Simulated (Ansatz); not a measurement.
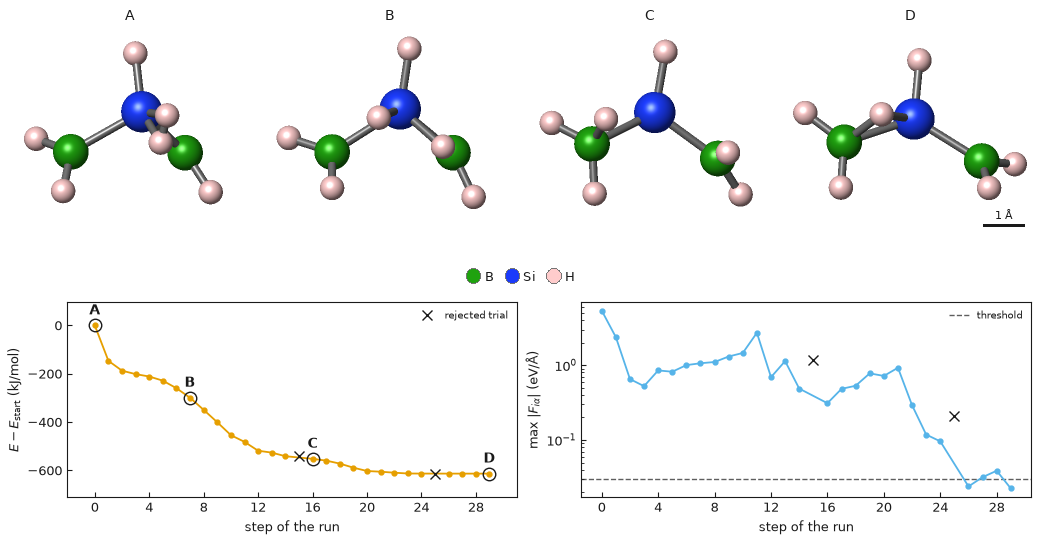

Frames of a relaxation of B2SiH6, marked on the history of the run. Style: ball-and-stick. Shown at a tilt.

It is one of the separated reactants of a reaction.

Computed with Ansatz, RKS PBE-D4/def2-SVP.

The input:
```yaml
crystal:
  periodic: [false, false, false]
  atoms:
    - {symbol: B, position_ang: [-1.014198, 0.491547, -1.145704]}
    - {symbol: Si, position_ang: [0.682083, 0.496416, -0.070548]}
    - {symbol: B, position_ang: [0.315396, -0.999571, 1.218252]}
    - {symbol: H, position_ang: [-1.125851, -0.202955, -2.111900]}
    - {symbol: H, position_ang: [1.400860, -0.346326, -0.959112]}
    - {symbol: H, position_ang: [0.882120, 1.793907, 0.635335]}
    - {symbol: H, position_ang: [1.872080, 0.209008, -0.920959]}
    - {symbol: H, position_ang: [0.590175, -2.129133, 0.940868]}
    - {symbol: H, position_ang: [-0.240704, -0.793432, 2.255832]}
basis:
  gaussian: {orbitals: def2-SVP}
hamiltonian: {xc: pbe, dispersion: d4}
relax: {f_tol: 0.03, max_steps: 250}
```

Command:
```bash
ansatz run in.yaml --threads 2 --pin off --events-out ev --progress --plain --max-ram 4352MiB
```

> Describe the path.

After 27 accepted moves (29 points after the start) the energy has fallen by 613.1 kJ/mol. Largest force component: 5.4 eV/Å at the start, 0.022 eV/Å at the end. The line search rejected the trial steps at points 15, 25 of the run. The largest moves after the best rigid fit, 1.68 Å, are those of H5 and H7. Largest moves by element: H 1.68 Å, B 1.17 Å, Si 0.61 Å. Among the contacts that change: H5–H7 0.729 → 3.213 Å, B3–H7 2.909 → 1.398 Å, Si2–H5 1.420 → 2.807 Å, B1–H5 2.563 → 1.214 Å. New bonds form, among them: B1–H5 (2.56 → 1.21 Å). Bonds break, among them: H5–H7 (0.73 → 3.21 Å), Si2–H5 (1.42 → 2.81 Å). Bond angles that change, for instance: B3–Si2–H7 111.6° → 44.8°, B1–Si2–B3 100.8° → 123.0°, H6–Si2–H7 109.3° → 102.7°. From step 0 to 7: H7 moves most (1.19 Å), energy −299.2 kJ/mol. From step 7 to 16: H7 moves most (0.80 Å), energy −252.6 kJ/mol. From step 16 to 29: H4 moves most (0.90 Å), energy −61.2 kJ/mol.

| step | E − E(0), kJ/mol | largest force component, eV/Å | note |
| --- | --- | --- | --- |
| 0 | 0.00 | 5.3663 |  |
| 1 | -146.36 | 2.3736 |  |
| 2 | -187.12 | 0.6527 |  |
| 3 | -201.35 | 0.5245 |  |
| 4 | -211.25 | 0.8514 |  |
| 5 | -228.47 | 0.8182 |  |
| 6 | -259.65 | 1.0030 |  |
| 7 | -299.21 | 1.0618 |  |
| 8 | -349.27 | 1.1037 |  |
| 9 | -400.53 | 1.3074 |  |
| 10 | -453.90 | 1.4581 |  |
| 11 | -481.69 | 2.7124 |  |
| 12 | -518.30 | 0.6916 |  |
| 13 | -526.11 | 1.1349 |  |
| 14 | -541.00 | 0.4868 |  |
| 15 | -540.28 | 1.1703 | rejected |
| 16 | -551.86 | 0.3103 |  |
| 17 | -559.18 | 0.4830 |  |
| 18 | -571.60 | 0.5310 |  |
| 19 | -588.41 | 0.7782 |  |
| 20 | -602.26 | 0.7184 |  |
| 21 | -605.09 | 0.9242 |  |
| 22 | -609.22 | 0.2917 |  |
| 23 | -612.53 | 0.1181 |  |
| 24 | -612.84 | 0.0958 |  |
| 25 | -612.69 | 0.2111 | rejected |
| 26 | -612.99 | 0.0239 |  |
| 27 | -613.04 | 0.0318 |  |
| 28 | -613.04 | 0.0388 |  |
| 29 | -613.05 | 0.0225 |  |
